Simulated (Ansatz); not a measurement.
La3BCBr3

```xyz
16
Lattice="8.3302 0.0000 0.0000 0.0000 3.9421 0.0000 -2.1593 0.0000 11.2978" Properties=species:S:1:pos:R:3 pbc="T T T"
Br    4.0981    2.9566    6.7096
Br    2.0728    0.9855    4.5881
La    1.0525    2.9566    6.7704
La    5.1185    0.9855    4.5274
Br    0.4947    0.9855    1.4086
Br    5.6763    2.9566    9.8892
La    3.3415    0.9855    9.1415
La    2.8294    2.9566    2.1563
Br   -1.1723    0.9855    7.1578
Br    7.3432    2.9566    4.1400
La   -0.2172    0.9855   10.0106
La    6.3882    2.9566    1.2872
B     4.3172    0.9855    0.4508
B     1.8538    2.9566   10.8470
C     1.5109    2.9566    9.2280
C     4.6600    0.9855    2.0698
```

Space group P2₁/m; built by placing these elements on a known structure type; not relaxed (largest force 1.3 eV/Å).

The calculation used DFT, PAW plane waves, r2SCAN in Ansatz 0.2.0.

**What can the converged electron localisation function tell about the bonding?**

B–C (1.65 Å): the ELF peaks at about 0.90 between the atoms.
La–C (2.50 Å): the ELF peaks at about 0.80 in the valence shell of C, 0.7 Å from its nucleus, and drops to about 0.25 between the two atoms; no localised pair shows between them.
La–Br (3.01 Å): the ELF is about 0.15 at the midpoint (a largely ionic contact).

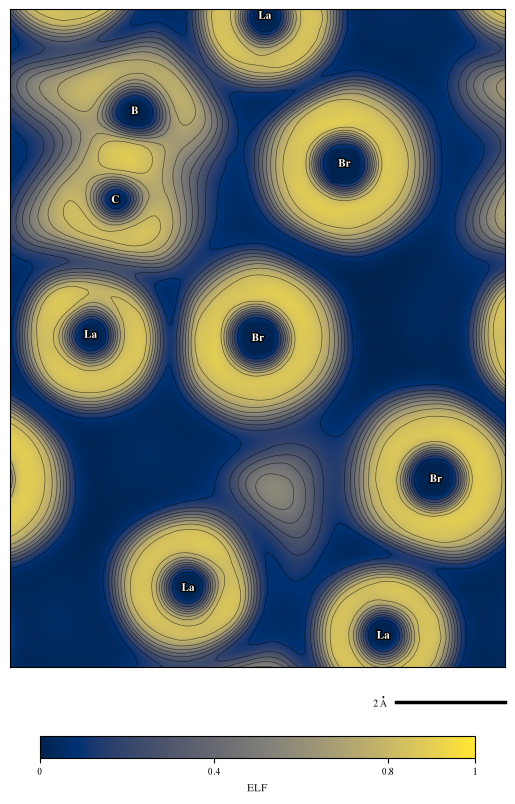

Computed electron localisation function on the (010) plane of the conventional cell. 

Core electrons are frozen (PAW), and the valence fields are smoothed inside the atomic spheres.
